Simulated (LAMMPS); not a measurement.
Molecular dynamics of W (bcc), 2000 atoms, at 2220 K and 0 GPa, heated as the crystal.

Computed with classical MD, pair style eam/alloy, file W_zhou.eam.alloy, run in LAMMPS.

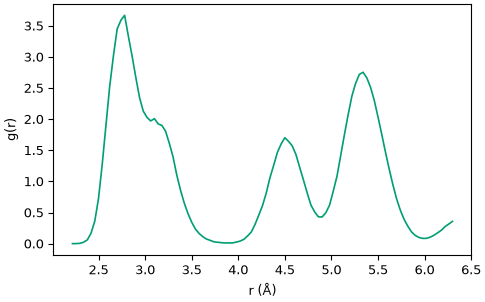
Figure. g(r) against r (Å)

Main features:
- state found: crystal; no diffusion seen in 30 ps
- first peak of g(r): 2.76 Å, height 3.7
- coordination number: 14.0 (counted to 3.86 Å)
